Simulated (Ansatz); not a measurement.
**CH₄AlCl (SMILES [CH3][AlH][Cl]): density, localisation and related maps**

Input file:

```
crystal:
  periodic: [false, false, false]
  atoms:
    - {symbol: C, position_ang: [1.032662, 1.721420, -1.429709]}
    - {symbol: Al, position_ang: [-0.564522, 2.511942, -0.667853]}
    - {symbol: Cl, position_ang: [-0.679888, 2.686082, 1.427353]}
    - {symbol: H, position_ang: [1.909112, 2.338642, -1.207228]}
    - {symbol: H, position_ang: [0.964741, 1.609513, -2.514346]}
    - {symbol: H, position_ang: [1.226061, 0.736656, -0.993752]}
    - {symbol: H, position_ang: [-1.807488, 3.052146, -1.477922]}
basis:
  gaussian:
    orbitals: def2-TZVPD
hamiltonian:
  xc: {name: PBE0}
output:
  forces: true
  orbitals: {seedname: orbitals}
```

Launched as:

```sh
ansatz run input.yaml --threads 2 --pin off --max-ram 4350MiB --events-out events.jsonl --progress --plain --runs-dir runs
```

Geometry: PBE0-D4/def2-TZVP.

Theory: isolated molecule in a Gaussian basis; Kohn-Sham density functional theory, functional PBE0 (Ansatz).

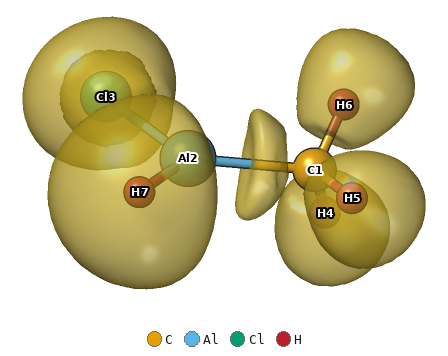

Figure 1. Isosurface of the electron localisation function at 0.8 (yellow), seen at an oblique angle. Only the valence region is drawn (cores and ρ < 0.01 e/Å³ removed).

Where are the electrons localised?

Answer. The surface consists of one region between bonded Al–C atoms (shared pairs), four regions around hydrogen nuclei and one region on Cl in which the atom's valence shell and bonds are merged. Along the contacts the grid gives the following. C–Al (1.94 Å): the ELF peaks at about 0.95 between the atoms, as expected for a shared but strongly polarised pair. Al–Cl (2.11 Å): the ELF peaks at about 0.85 in the valence shell of Cl, 1.0 Å from its nucleus, and is about 0.80 at the midpoint.

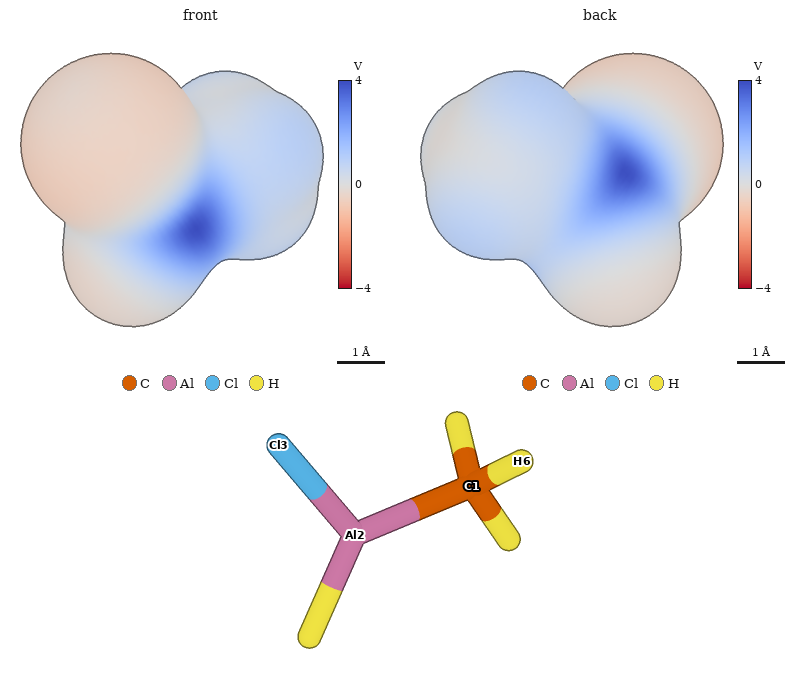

Figure 2. The electrostatic potential painted on the density surface at 0.002 e/bohr³, seen from the front and from behind; the colour scale runs from red (negative) to blue (positive). The bare structure is drawn below in the same view.

Which sites attract a positive test charge, and which a negative one?

Answer. A positive charge is drawn to the negative regions and a negative charge to the positive ones. The most negative region (about −0.7 V) lies over Cl3, the most positive (about +3.8 V) over Al2.

What dipole moment does the calculation give?

Answer. Its dipole moment is 1.89 D.

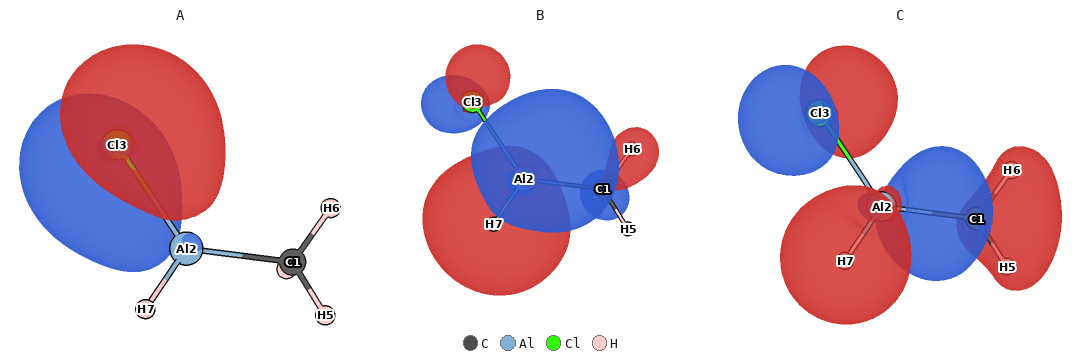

Figure 3. Three frontier orbitals at ±0.08 Å⁻³ᐟ² (red and blue are the two phases), in no order.

Which picture is the HOMO−1, the HOMO and the LUMO?

Answer. A is the HOMO−1 (−9.32 eV). It lies mainly on Cl3 (about 90 %); largely a lone pair of Cl3. C is the HOMO (−8.23 eV). By Hirshfeld shares it lies mainly on C1 (about 30 %), Cl3 (about 25 %), Al2 (about 20 %) and H7 (about 20 %). B is the LUMO (−1.20 eV). Its weight (Hirshfeld) is mainly on Al2 (about 75 %), Cl3 (about 10 %) and H7 (about 5 %).

What is the HOMO–LUMO gap?

Answer. 7.03 eV between the orbital energies.
